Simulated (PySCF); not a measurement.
EPR calculation, with input and output: C7H12N

C7H12N, multiplicity 2, computed with UKS B3LYP, pcH-1 on C H N, non-relativistic, mean-field spin-orbit, GIAO (PySCF 2.14.0).

It belongs to a series of runs on one base structure; here: H removed from sp3 C.

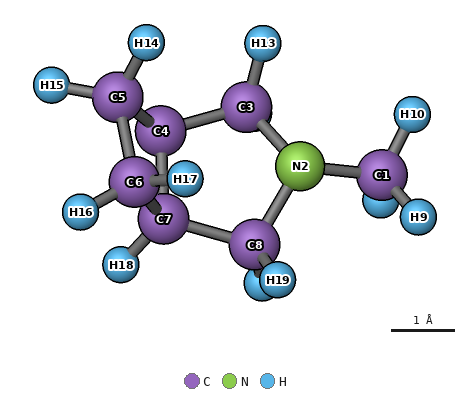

Fig. 1: The input geometry (ball-and-stick view, seen at a tilt; atoms are numbered from 1 in the order of the input).

## Summary

| quantity | value |
| --- | --- |
| outcome | converged |
| total energy | −328.639218 hartree |
| ⟨S²⟩ | 0.753 |
| isotropic g | 2.0026 |
| hardware | 1 CPU thread, shared host |
| wall time | 97 s |
| peak memory | 1 GiB |

## The input
```
{"job": {"kind": "epr", "basis": "pcH-1"}, "charge": 0, "multiplicity": 2}
C      2.525358    -0.007498     0.192008
N      1.086751     0.040776     0.188516
C      0.523127     1.124802    -0.624402
C     -0.872789     0.689432    -0.893669
C     -2.031919     0.995166     0.016380
C     -1.969488    -0.475324     0.477534
C     -0.959048    -0.799880    -0.646462
C      0.458561    -1.201395    -0.249730
H      2.851418    -0.800186     0.865351
H      2.913346     0.942307     0.558226
H      2.950454    -0.200079    -0.807735
H      1.078851     1.237162    -1.574369
H      0.585553     2.069911    -0.079163
H     -1.853768     1.759824     0.772885
H     -2.956276     1.230979    -0.511203
H     -2.908943    -1.023085     0.432809
H     -1.521647    -0.578038     1.462106
H     -1.368599    -1.431081    -1.433598
H      0.486493    -1.929750     0.564742
H      0.977417    -1.633363    -1.122955
```

The first line tells a small driver script what to run in PySCF; the rest is the geometry in Å.

Command:
```bash
OMP_NUM_THREADS=1 python <driver script> task.json out
```

## What the program printed
```
UKS, coarse grid
  cycle   1  E = -328.58358159  |g| = 3.13e-01
  cycle   2  E = -328.56330933  |g| = 3.83e-01
  cycle   3  E = -328.63765742  |g| = 5.83e-02
  cycle   4  E = -328.63873925  |g| = 3.07e-02
  cycle   5  E = -328.63911538  |g| = 8.13e-03
  cycle   6  E = -328.63914594  |g| = 2.57e-03
  cycle   7  E = -328.63915028  |g| = 1.28e-03
  cycle   8  E = -328.63915092  |g| = 2.57e-04
UKS, final grid
  cycle   1  E = -328.63921838  |g| = 2.78e-04
  cycle   2  E = -328.63921835  |g| = 3.84e-04
  cycle   3  E = -328.63921842  |g| = 4.18e-05
  cycle   4  E = -328.63921842  |g| = 2.07e-05
E = -328.63921842 Eh   <S^2> = 0.7533 (exact 0.7500)
g shifts (ppm)      1          2          3
  rmc          -156       -156       -156
  gc             10         35         22
  oz_so         -53        595        664
  total        -199        474        530
hyperfine (MHz)  atom isotope    a_iso     a_fc   dipolar eigenvalues
    0   13C      -0.16      -0.16     -0.89     -0.78      1.67
    1   14N      13.42      13.42     -1.64     -1.32      2.96
    2   13C      -3.02      -3.02     -2.53     -1.19      3.72
    3   13C     226.13     226.13    -75.39    -73.70    149.09
    4   13C     -10.53     -10.53     -5.68     -2.66      8.34
    5   13C      57.81      57.81     -4.26     -3.25      7.51
    6   13C     -16.23     -16.23     -4.43     -1.87      6.30
    7   13C      15.74      15.74     -2.14     -1.50      3.63
    8    1H       2.94       2.94     -1.23     -0.51      1.74
    9    1H       0.29       0.29     -1.25     -0.98      2.24
   10    1H      -0.58      -0.58     -1.49     -0.81      2.30
   11    1H      76.52      76.52     -6.31     -4.52     10.83
   12    1H      10.06      10.06     -4.90     -3.68      8.58
   13    1H      30.79      30.79     -5.24     -2.49      7.72
   14    1H      76.33      76.33     -6.05     -5.30     11.35
   15    1H      19.78      19.78     -3.13     -1.77      4.90
   16    1H       0.02       0.02     -3.62     -2.28      5.89
   17    1H      64.12      64.12     -5.38     -4.61      9.99
   18    1H      -0.63      -0.63     -2.32     -1.46      3.79
   19    1H      -1.47      -1.47     -2.44     -2.04      4.48
```

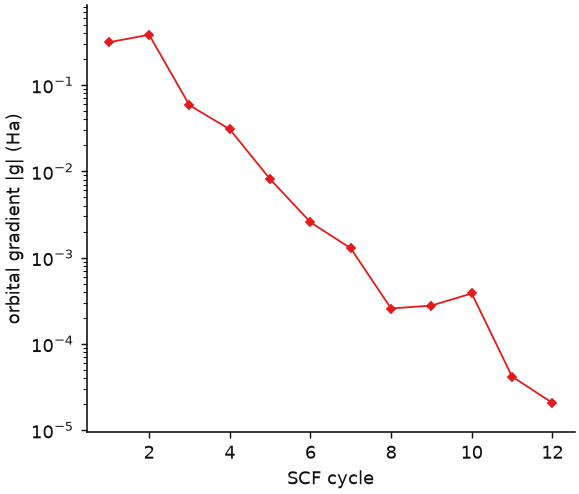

Fig. 2: Convergence of the self-consistent field: orbital gradient |g| against the SCF cycle. All cycles printed in the log are drawn one after another.

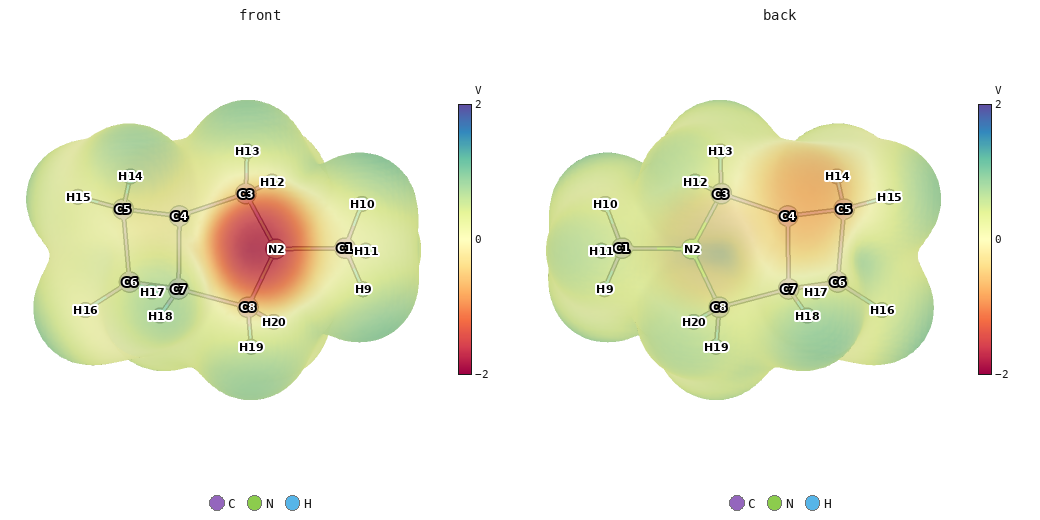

Fig. 3: The electrostatic potential painted on the density surface at 0.004 e/bohr³, seen face on and from behind; red is negative and blue positive. A positive charge is drawn to the negative regions and a negative charge to the positive ones.

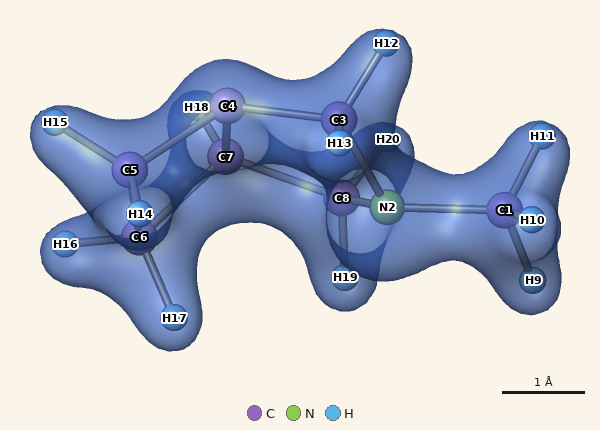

Fig. 4: Isosurface of the total electron density at 0.8 e/Å³ (blue), seen from the side. At this value the surface is in one piece. On the grid the lowest density along these lines, outside the cores, is 1.8 e/Å³ (C–N, 1.44 Å), 1.7 e/Å³ (C–C, 1.49 Å), 1.8 e/Å³ (C–H, 1.09 Å) and 1.5 e/Å³ (C–C, 1.54 Å).
